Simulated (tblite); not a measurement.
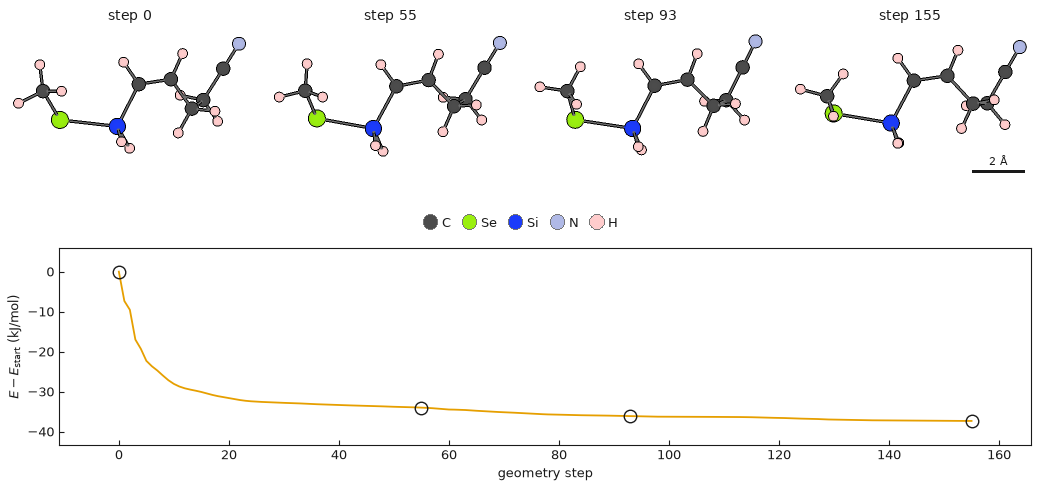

Frames of a relaxation of C6H11NSeSi, marked on the history of the run. A ball-and-stick model, seen at a tilt.

Theory: tblite 0.8.0, GFN2-xTB geometry optimisation, gas phase. 

**What happens along the run?**

The largest move after the best rigid fit is that of an H atom, 1.27 Å. Largest moves by element: H 1.27 Å, Si 0.43 Å, C 0.40 Å, N 0.39 Å, Se 0.37 Å. Near-neighbour distances that change, for instance: C–H 1.133 → 1.094 Å, C–Si 1.854 → 1.885 Å, C–H 1.107 → 1.087 Å, C–C 1.459 → 1.441 Å. Bond angles that change, for instance: C–Se–Si 106.9° → 97.6°, C–C–C 119.6° → 124.9°, C–C–H 114.0° → 108.8°. Groups turn about C–Se by about 45°, C–Si by about 20°. The energy falls by 37.3 kJ/mol in 155 geometry steps. From step 0 to 55: an H atom moves most (0.33 Å), energy −34.0 kJ/mol. From step 55 to 93: an H atom moves most (0.57 Å), energy −2.15 kJ/mol. From step 93 to 155: an H atom moves most (0.53 Å), energy −1.18 kJ/mol.

```tsv
step	E − E(0), kJ/mol
0	0.00
1	-7.35
2	-9.54
3	-16.99
4	-19.31
5	-22.31
6	-23.65
7	-24.73
8	-25.97
9	-27.15
10	-28.07
18	-31.13
25	-32.51
33	-32.96
41	-33.40
48	-33.69
56	-34.06
63	-34.60
71	-35.22
79	-35.72
86	-35.93
94	-36.18
102	-36.29
109	-36.32
117	-36.48
124	-36.75
132	-37.05
140	-37.21
147	-37.30
155	-37.33
```
